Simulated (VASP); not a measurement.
Band structure of CdZn₃S₄ (ordered alloy cell). All values below come from PBEsol GGA, VASP's PBE PAW potentials (set 64) (plane waves; VASP).

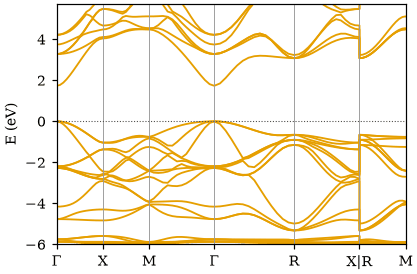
Bands along high-symmetry lines, zero at the valence-band maximum or, without a gap, the Fermi level

**Question.** Read the plot: is there a gap, and where are the band edges?

**Answer.** The gap is direct, 1.73 eV, from the valence maximum at Γ to the conduction minimum at Γ. (Edges off the drawn lines would not show.)

The structure was generated: CdZn3S4 was put into an ordered model structure (P-43m), which need not be its known phase. It was relaxed first.
